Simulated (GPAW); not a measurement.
Two runs for the B K edge of atom 2 in TiB2 (P6/mmm). Run A: GPAW, PBE, excited-electron core hole (neutral cell), 18-atom cell with 5.2 Å between holes, 7×7×5 k points, dipole transitions, Gaussian full width 0.9 eV up to 4 eV, rising linearly to 3.5 eV at 25 eV. Run B differs in one choice.

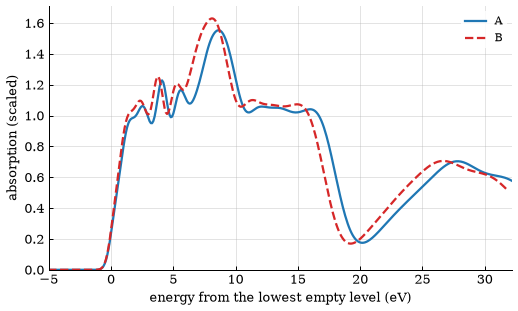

Energy from the lowest empty level; intensity scaled to a mean of 1 over the first 20 eV.

**Question.** What was changed?
a) the broadening
b) the size of the supercell
c) the volume of the cell
d) the k mesh of the field

(c): run B changes the volume scale from 1 to 1.06. Against the first run the r.m.s. difference is 13 %. The highest intensity below 16 eV goes from 8.6 eV (1.55) to 8.1 eV (1.63). Other settings could leave a like mark; this is the one that was changed.

[Hosts, paths, dates, database ids (printed as entryN), source tags and the programs' standing remarks are cut or masked in the printed files.]

[Lists of maxima count a maximum above −3 eV only where it reaches 4 % of the highest in the window and stands out from its surroundings by 2 % of it (1.5 % where it reaches 55 %); shoulders and weaker maxima are passed over, and of the rest the first, up to two pre-edge ones and the few strongest are named.]
